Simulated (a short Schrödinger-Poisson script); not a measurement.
Stack: MOS inversion layer, SiO2 on p-type Ge(100), at 400 K.

| layer | material | thickness (nm) | Na (cm⁻³) |
|---|---|---|---|
| 1 | SiO2 | 2.6 | - |
| 2 | Ge | 210 | 2e18 |

Constants are typed, rounded textbook-type inputs, not results; the design itself was drawn at random and stands for no fabricated device. SiO2: permittivity 3.9, conduction-band edge (eV) 3.1, gap (eV) 9, electron mass (mₑ) 0.5. Ge: permittivity 16, conduction-band edge (eV) 0, gap (eV) 0.664, Nv at 300 K (cm⁻³) 6e18.

Channel valleys (confinement mass, in-plane density-of-states mass, number): L4 0.12, 0.295, 4. At the gate the conduction-band edge of layer 1 lies 3.33 eV − eVg above the Fermi level of the channel; the field vanishes at the back. Gaps are held at their typed values at every temperature. Mesh 0.03 nm at interfaces.

Solved with a short Schrödinger-Poisson script written for these runs: 1D Poisson equation in equilibrium, electrons quantum, Hartree (BenDaniel-Duke, 12 states a valley, the channel's in-plane mass for all, wave functions free to enter the dielectric), parabolic valleys, classical holes, full ionisation, no traps, pinning or gate leakage.

Only gate voltages with over 1e8 electrons/cm² are shown.

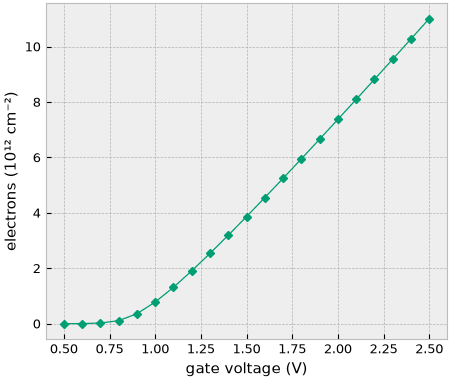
Figure. Sheet density against gate voltage

| Vg (V) | electrons (cm⁻²) | C (μF/cm²) | L4 E0 (meV) | L4 E1 (meV) |
|---|---|---|---|---|
| 0.5 | 9.31e8 | 0.483 | 339.6 | 458.3 |
| 0.6 | 4.62e9 | 0.466 | 284.0 | 412.1 |
| 0.7 | 2.38e10 | 0.477 | 227.2 | 363.8 |
| 0.8 | 1.10e11 | 0.576 | 174.1 | 318.1 |
| 0.9 | 3.59e11 | 0.758 | 133.0 | 283.0 |
| 1 | 7.82e11 | 0.900 | 105.7 | 260.4 |
| 1.1 | 1.31e12 | 0.983 | 87.3 | 245.9 |
| 1.2 | 1.91e12 | 1.03 | 73.8 | 236.0 |
| 1.3 | 2.54e12 | 1.06 | 63.3 | 228.7 |
| 1.4 | 3.19e12 | 1.09 | 54.7 | 223.2 |
| 1.5 | 3.87e12 | 1.10 | 47.4 | 218.8 |
| 1.6 | 4.55e12 | 1.12 | 41.0 | 215.3 |
| 1.7 | 5.25e12 | 1.13 | 35.3 | 212.4 |
| 1.8 | 5.95e12 | 1.14 | 30.2 | 209.9 |
| 1.9 | 6.66e12 | 1.15 | 25.6 | 207.9 |
| 2 | 7.37e12 | 1.15 | 21.3 | 206.1 |
| 2.1 | 8.09e12 | 1.16 | 17.3 | 204.5 |
| 2.2 | 8.82e12 | 1.16 | 13.5 | 203.2 |
| 2.3 | 9.54e12 | 1.17 | 10.0 | 202.0 |
| 2.4 | 1.03e13 | 1.17 | 6.6 | 200.9 |
| 2.5 | 1.10e13 | 1.18 | 3.4 | 200.0 |

Subbands count from the Fermi level.

Only the L valleys are kept; under strong confinement the Δ valleys of Ge fill too.
